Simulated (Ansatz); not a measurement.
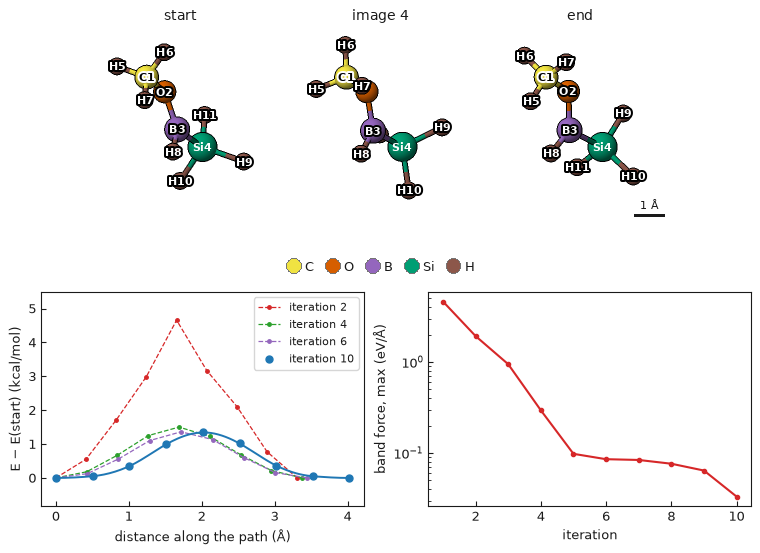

A nudged-elastic-band calculation for CH7BOSi. Images are numbered from 0 (start) to 8 (end). The plot follows the band through its iterations. Style: ball-and-stick. Shown from a free direction.

Level of theory: RKS PBE0-D4/6-31G* (Ansatz). Set-up: 7 movable images; climbing image; force threshold 0.05 eV/Å; iteration limit 48; starting path through a guess of the saddle point.

Q: Judge this run.

A: The run is converged, with reservations. The band converged in 10 iterations. The largest component of the band force went from 4.6 to 0.033 eV/Å. The climbing image converged on the top of the path. Its vibrational analysis gives 2 imaginary modes over 30i cm⁻¹, so it isn't confirmed as a transition state. The first iteration put the highest image at 19.73 kcal/mol. The barrier is about 1.34 kcal/mol in both directions, with image 4 at the top; the ends have the same energy.
